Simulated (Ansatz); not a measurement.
**ClO₃W (charge −1): density, localisation and related maps**

The calculation's input:

```
crystal:
  periodic: [false, false, false]
  atoms:
    - {symbol: W, position_ang: [0.052847, 0.091149, 0.038051]}
    - {symbol: O, position_ang: [0.074333, 0.090861, 1.790707]}
    - {symbol: O, position_ang: [1.704839, 0.117912, -0.547192]}
    - {symbol: O, position_ang: [-0.766108, 1.538176, -0.516634]}
    - {symbol: Cl, position_ang: [-1.065911, -1.838098, -0.764931]}
basis:
  gaussian: {orbitals: def2-TZVPD, initial_orbitals: start.molden}
total_charge: -1
hamiltonian: {xc: pbe0, dispersion: d4}
scf: {omitted_lower_state_checks: [starts]}
output: {orbitals: {seedname: orbitals}}
```

Launched as:

```sh
ansatz run in.yaml --threads 4 --pin off --events-out ev --progress --plain --max-ram 3916MiB
```

Geometry: r2SCAN-D4/def2-SVPD; core potentials replace the inner electrons of W.

Computed with RKS PBE0-D4/def2-TZVPD (Ansatz).

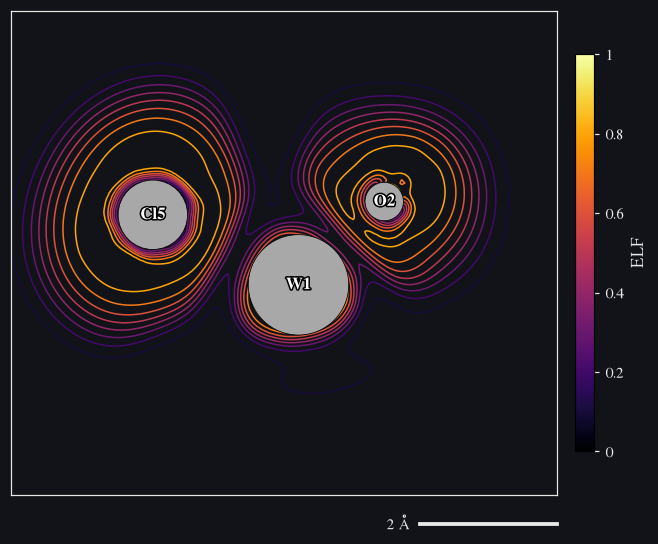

Figure 1. ELF on the plane of atoms O2, W1 and Cl5. Grey discs cover the atomic cores.

Read the bonding off the picture.

Answer. The section cuts through W, O and Cl sites. W–O (1.75 Å): the ELF peaks at about 0.80 in the valence shell of O, 0.5 Å from its nucleus, and drops to about 0.35 between the two atoms. W–Cl (2.37 Å): the ELF peaks at about 0.85 in the valence shell of Cl, 0.8 Å from its nucleus, and is about 0.40 at the midpoint.

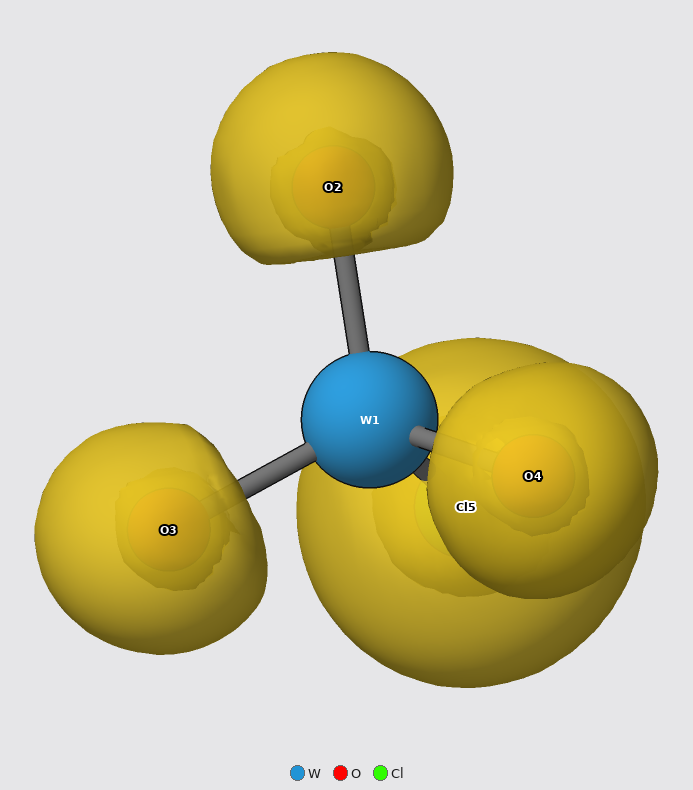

Figure 2. Isosurface of the ELF at 0.75 (yellow), seen at an oblique angle. Only the valence region is drawn (cores and ρ < 0.01 e/Å³ removed).

Where are the electrons localised?

Answer. The ELF exceeds this value in one region wrapped around Cl (its valence shell) and three regions wrapped around O (the valence shell of each).

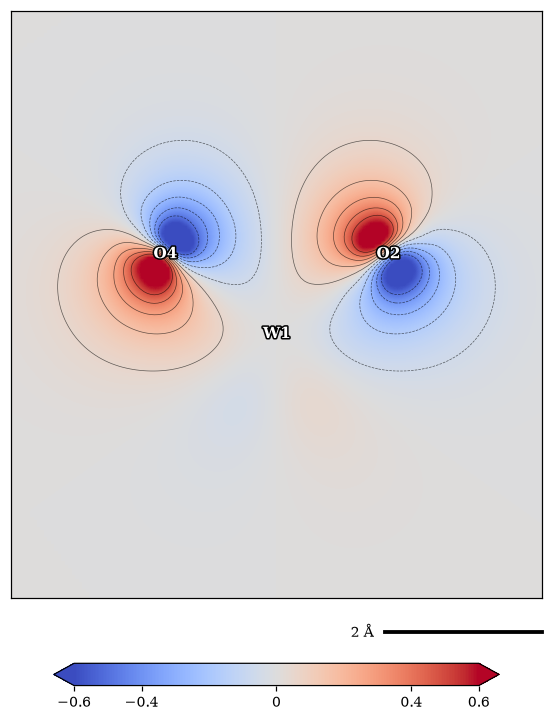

Figure 3. The HOMO on the plane of atoms O2, W1 and O4 (values in Å⁻³ᐟ²; the overall sign is arbitrary).

Where does this orbital lie, and at what energy?

Answer. By Hirshfeld shares it lies mainly on O2 (about 30 %), O3 (about 30 %) and O4 (about 30 %); largely a combination of lone pairs on O2, O3 and O4. Its energy is −3.58 eV.

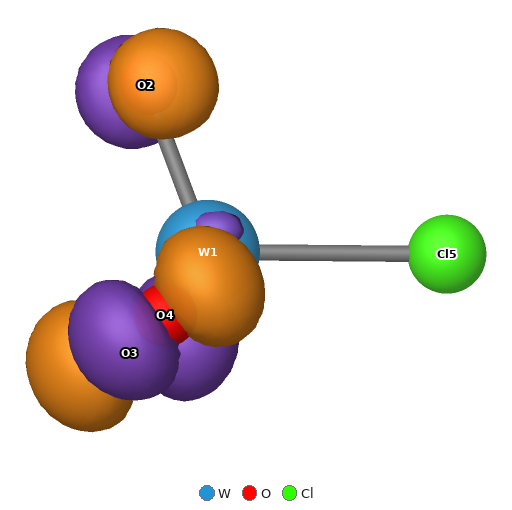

Figure 4. The HOMO−1 at ±0.2 Å⁻³ᐟ² (orange and purple are the two phases), seen across its widest extent.

What is the character of this orbital?

Answer. It lies mainly on O3 (about 30 %), O4 (about 30 %), O2 (about 20 %) and W1 (about 10 %); largely a combination of lone pairs on O3, O4 and O2. It is one of a degenerate set, so its orientation is arbitrary. Its energy is −3.84 eV.
